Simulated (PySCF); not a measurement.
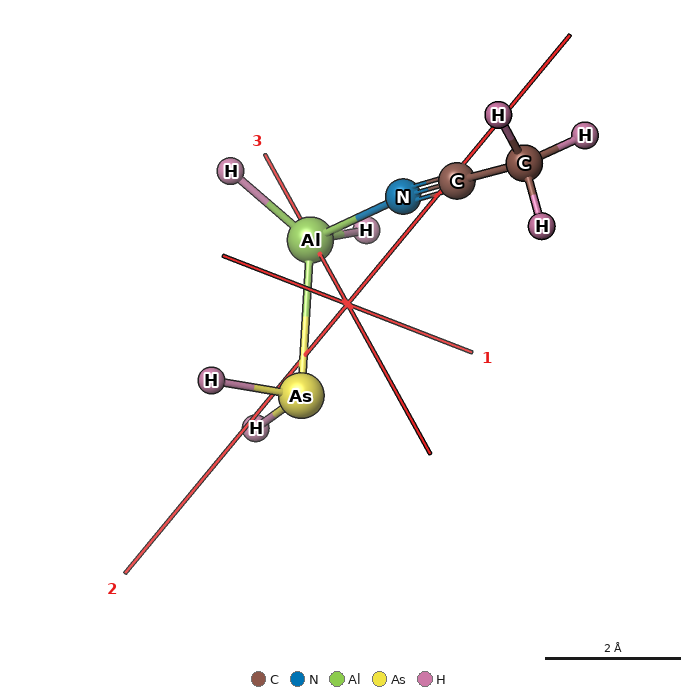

The three principal axes of inertia are drawn and numbered. Distant atoms are faded towards the background colour. Computed geometry: PBE0-D3(BJ)/def2-SVP optimisation. No frequency run is at hand to confirm it as a minimum. Masses are those of the most abundant isotopes; constants are for the rigid equilibrium geometry.

Question: Which line is the a axis (least moment of inertia), which b and which c?

Answer: a is line 2, b is line 3, c is line 1; the moments are 122, 534, 640 u Å².

Question: What kind of rotor is it, and what are its rotational constants in cm⁻¹?

Answer: An asymmetric top (C1): A = 0.138, B = 0.0316, C = 0.0263 cm⁻¹. Ray's parameter κ is −0.91, close to the prolate limit.
